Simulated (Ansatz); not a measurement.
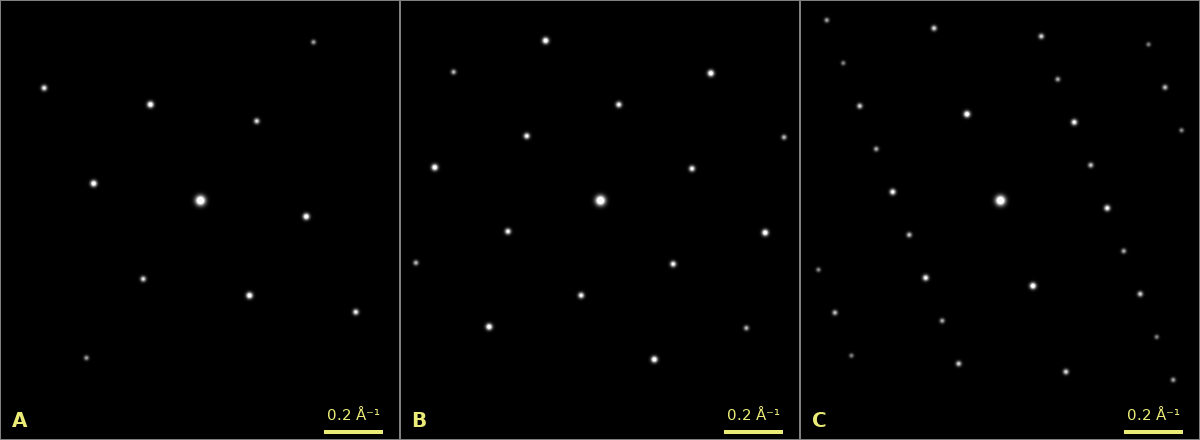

The patterns are kinematic simulations for 300 kV electrons (no multiple scattering; isotropic B = 0.5 Å²).

All three come from Tl, space group P6_3/mmc (No. 194), a = 3.39 Å, c = 6.21 Å (hexagonal axes). Structure: the end point of a relaxation at fixed volume with Ansatz, DFT HSE06, scalar-relativistic, plane waves, PAW.

```tsv
atom	site	symmetry	x	y	z
Tl	2d	-6m2	0.3333	0.6667	0.7500
```

Assign the zone axes [001], [100], [101] to A, B and C.

A is [101]: centred rectangular net of 0 1 0 at d = 2.94 Å and 1 0 -1 at d = 2.66 Å, at 63.1°. B is [001]: hexagonal net of 1 -1 0 at d = 2.94 Å and 1 0 0 at d = 2.94 Å, at 60.0°. C is [100]: rectangular net of 0 0 1 (itself extinct) at d = 6.21 Å and 0 1 0 at d = 2.94 Å, at 90.0°.
